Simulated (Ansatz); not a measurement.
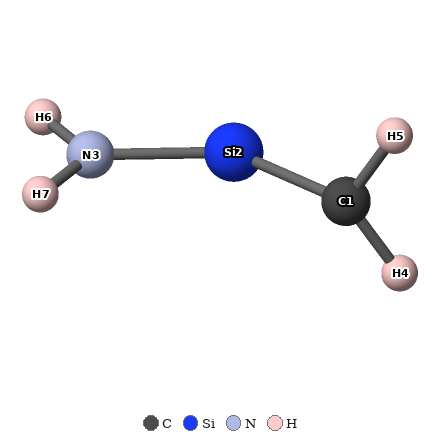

The system is CH₄NSi, SMILES C=[Si+]N, charge +1; the picture shows the reference structure. Coordinates scanned: (1) bond length C1–Si2; (2) angle H5–C1–Si2. Nothing is relaxed (all other coordinates rigid). The scan uses a 15 × 15 grid. All energies are given in kJ/mol relative to the relaxed molecule at the same level. Level of theory: Ansatz 0.2.0, RKS PBE0-D4/def2-TZVP.

Its coordinates:

```yaml
atoms:
  - { symbol: C, position_ang: [-1.1533, 0.2806, -1.0187] }
  - { symbol: Si, position_ang: [-0.2690, 0.0806, 0.4416] }
  - { symbol: N, position_ang: [1.2446, -0.3065, 0.9324] }
  - { symbol: H, position_ang: [-1.9033, -0.4765, -1.2552] }
  - { symbol: H, position_ang: [-1.4361, 1.2980, -1.2951] }
  - { symbol: H, position_ang: [1.5179, -0.3567, 1.9059] }
  - { symbol: H, position_ang: [1.9992, -0.5195, 0.2891] }
```

Range: bond length C1–Si2 from 1.478 to 2.406 Å; angle H5–C1–Si2 from 92.2 to 142.2°.

> What landscape does the calculation give?

The lowest grid point is at bond length C1–Si2 = 1.743 Å, angle H5–C1–Si2 = 117.2°, 0.8 kJ/mol from the relaxed molecule at the same level. It is the only kind of minimum in the scanned range. The highest grid point, bond length C1–Si2 = 2.406 Å, angle H5–C1–Si2 = 142.2°, lies 244 kJ/mol above the lowest. Round the minimum the two coordinates are weakly coupled (coupling 0.14 in units of the two stiffnesses).

| angle H5–C1–Si2 ↓, bond length C1–Si2 → | 1.478 | 1.545 | 1.611 | 1.677 | 1.743 | 1.810 | 1.876 | 1.942 | 2.009 | 2.075 | 2.141 | 2.208 | 2.274 | 2.340 | 2.406 |
| --- | --- | --- | --- | --- | --- | --- | --- | --- | --- | --- | --- | --- | --- | --- | --- |
| 142.2 | 136 | 77 | 46 | 35 | 38 | 52 | 71 | 95 | 121 | 147 | 172 | 195 | 215 | 231 | 245 |
| 138.6 | 130 | 70 | 38 | 26 | 28 | 41 | 60 | 83 | 109 | 135 | 160 | 183 | 203 | 221 | 235 |
| 135.0 | 125 | 64 | 31 | 19 | 20 | 32 | 51 | 73 | 99 | 124 | 149 | 173 | 193 | 211 | 226 |
| 131.5 | 122 | 60 | 26 | 13 | 14 | 25 | 43 | 65 | 90 | 115 | 140 | 164 | 185 | 203 | 219 |
| 127.9 | 120 | 57 | 22 | 8 | 8 | 19 | 36 | 58 | 83 | 108 | 132 | 156 | 178 | 196 | 213 |
| 124.3 | 119 | 55 | 20 | 5 | 4 | 14 | 31 | 52 | 77 | 102 | 126 | 150 | 172 | 191 | 208 |
| 120.8 | 120 | 55 | 19 | 3 | 2 | 11 | 28 | 49 | 72 | 97 | 122 | 146 | 167 | 187 | 204 |
| 117.2 | 122 | 56 | 19 | 3 | 1 | 10 | 26 | 46 | 70 | 94 | 118 | 142 | 164 | 184 | 202 |
| 113.6 | 125 | 58 | 21 | 4 | 1 | 10 | 25 | 45 | 68 | 92 | 117 | 140 | 162 | 182 | 200 |
| 110.0 | 130 | 62 | 24 | 6 | 3 | 11 | 26 | 46 | 69 | 92 | 116 | 140 | 162 | 182 | 200 |
| 106.5 | 135 | 68 | 29 | 10 | 7 | 14 | 29 | 48 | 70 | 94 | 117 | 141 | 163 | 183 | 201 |
| 102.9 | 143 | 74 | 35 | 16 | 12 | 19 | 33 | 52 | 74 | 97 | 120 | 143 | 165 | 185 | 204 |
| 99.3 | 152 | 83 | 43 | 24 | 19 | 25 | 39 | 57 | 79 | 101 | 124 | 147 | 169 | 189 | 207 |
| 95.8 | 162 | 93 | 52 | 33 | 28 | 33 | 46 | 64 | 85 | 107 | 130 | 152 | 174 | 194 | 212 |
| 92.2 | 174 | 104 | 64 | 43 | 38 | 43 | 55 | 73 | 93 | 115 | 137 | 159 | 180 | 200 | 218 |

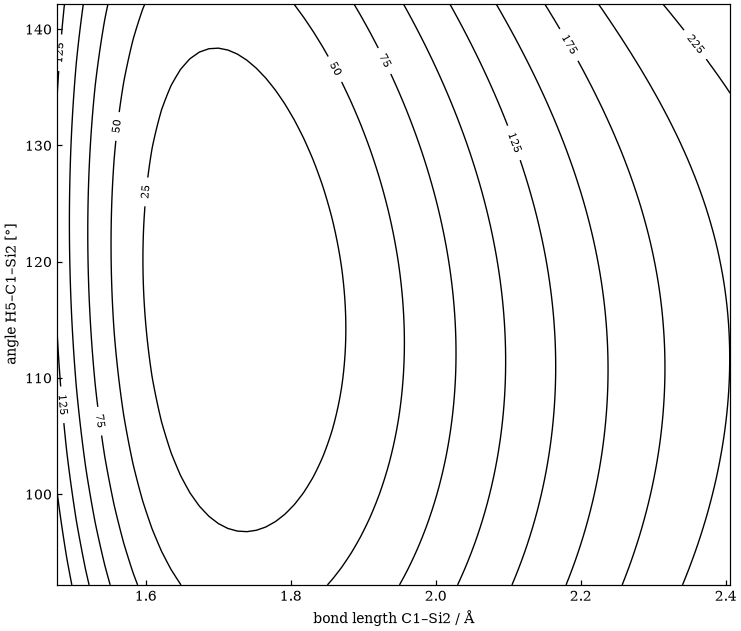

The picture shows contour lines labelled in kJ/mol. Between grid points the surface is interpolated.

The whole map (225 points run) took 19 min on 1 thread of Arm Neoverse N1, with other jobs on the host.
